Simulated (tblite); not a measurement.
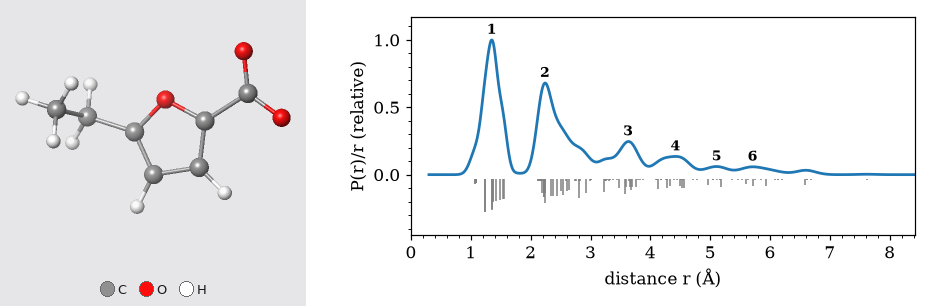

Simulated gas electron diffraction: radial distribution curve of C₇H₇O₃ (charge -1, ignored in the scattering factors). Each pair of atoms contributes with weight ZᵢZⱼ/r (bars below the curve); damping constant 0.0015 Å²; vibrational amplitudes assumed, not computed: 0.05 Å for bonds, 0.078 Å for bonds to H, 0.06 + 0.015 r up to 0.15 Å for other pairs. The geometry is the end point of an optimisation (tblite, GFN2-xTB geometry optimisation, gas phase); it may be a saddle point or a higher isomer. SMILES: CCc1ccc(C(=O)[O-])o1.

Q: Read the positions of the numbered peaks and name the main pairs (– for bonds).

A: Peak 1, 1.35 Å: O–C 1.24–1.35 Å (×4), C–C 1.37–1.49 Å (×4), not resolved; in its flanks C–H 1.07–1.09 Å, C–C 1.53–1.55 Å
Peak 2, 2.24 Å: C···H 2.12–2.24 Å (×11), C···C 2.19–2.23 Å (×3), O···C 2.22–2.44 Å (×5), O···O 2.24 Å, not resolved; in its flanks C···C 2.50–2.65 Å, O···C 2.53–2.92 Å, O···O 2.80 Å
Peak 3, 3.63 Å: C···H 3.38–3.87 Å (×5), C···C 3.48–3.76 Å (×5), O···O 3.58 Å, O···C 3.68 Å, not resolved; in its flanks O···C 3.22 Å
Peak 4, 4.42 Å: C···H 4.11–4.72 Å (×8), O···C 4.12–4.57 Å (×4), C···C 4.34–4.49 Å (×2), not resolved
Peak 5, 5.11 Å: C···C 4.97 Å, O···H 5.04–5.16 Å (×3), C···H 5.05–5.36 Å (×3), O···C 5.18 Å, not resolved
Peak 6, 5.71 Å: C···H 5.47–5.84 Å (×4), C···C 5.60 Å, O···C 5.72–5.93 Å (×2), not resolved; in its flanks O···H 6.08–6.20 Å
